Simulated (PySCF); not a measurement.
# [MoF5]+: structure of the singlet

Where does singlet [MoF5]+ go from a PBE0 minimum start, is the end point a minimum, and what are its modes, charges and moments?

Program: PySCF 2.14.0. Level of theory: PBE0, basis Mo def2-SVP with ECP28, F def2-SVP, scalar-relativistic core potentials, no spin–orbit coupling, density fitting. These are calculated values, not measurements.

## Step 1: The starting structure

6 atoms, charge 1, spin multiplicity 1.

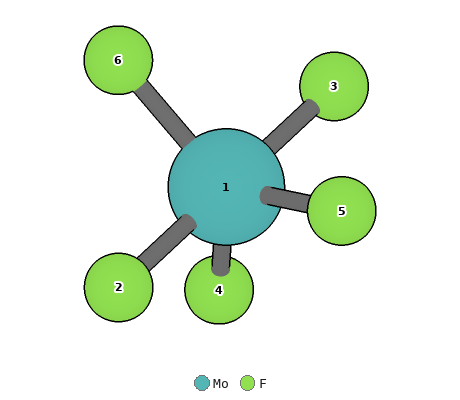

As it starts; molybdenum teal, fluorine green; atoms are numbered from 1 in the order of the file.

```xyz
6
charge 1 multiplicity 1
Mo    0.0000    0.0000    0.0000
F     0.0000    0.0000    1.7878
F     0.0000    0.0000   -1.7878
F     1.7585    0.0000    0.0000
F    -0.8793    1.5229    0.0000
F    -0.8793   -1.5229    0.0000
```

## Step 2: The SCF at the typed geometry

The steps below are one call of a driver around PySCF. For each, scf.py gives the equivalent set-up of the SCF; relaxations use the driver's own optimiser. After this first run the driver tries any further starts and a stability analysis.

scf.py

```python
from pyscf import gto, scf, dft
mol = gto.M(atom='''
Mo    -0.000000     0.000000    -0.000000
F      0.000000     0.000000     1.787806
F     -0.000000    -0.000000    -1.787806
F      1.758525    -0.000007    -0.000000
F     -0.879256     1.522930     0.000000
F     -0.879268    -1.522923     0.000000''',
    basis={'Mo': 'def2-SVP', 'F': 'def2-SVP'},
    ecp={'Mo': 'def2-SVP'},
    charge=1, spin=0)
mf = dft.RKS(mol, xc='PBE0')
mf.grids.atom_grid = (50, 194)
aux = {'Mo': 'def2-universal-JKFIT', 'F': 'def2-universal-JKFIT'}
mf = mf.density_fit(auxbasis=aux)
mf.conv_tol = 1e-08
mf.diis_space = 10
mf.max_cycle = 60
mf.init_guess = 'minao'
mf.verbose = 4
mf.kernel()
```

Launch:

```sh
$ OMP_NUM_THREADS=2 python axn.py task.json out
```

After this run come: Relaxing the singlet from the PBE0 minimum start; Is it a minimum? Harmonic modes.

What does the calculation give? Wanted: minimum; geometry; wavenumbers; dipole moment; highest occupied, lowest empty level; polar-tensor charge of Mo1; zero-point energy.

**Answer**, as computed:

| quantity | value |
| --- | --- |
| minimum | singlet, D3h |
| geometry | Mo–F 1.759 Å (×3), Mo–F 1.788 Å (×2); F–Mo–F 90.0° (×6), F–Mo–F 120.0° (×3), F–Mo–F 180.0° |
| wavenumbers (cm⁻¹) | 96 (e'), 231 (e'), 287 (a2''), 327 (e''), 737 (a1'), 811 (a1'), 831 (a2''), 850 (e') |
| dipole moment (centre of mass) | 0.00 D |
| highest occupied, lowest empty level | -19.70, -12.43 eV |
| polar-tensor charge of Mo1 | +3.50 e |
| zero-point energy | 33.9 kJ/mol |
| entropy at 298.15 K | 340.4 J/(mol K) |

In words: The molecule stays D3h, as typed, and the end point is a minimum. The strongest infrared band lies at 850 cm⁻¹ (e', stretch). Other starts or spin states, not run here, may lie lower. Whether spin polarisation would lower the closed shell was not checked.
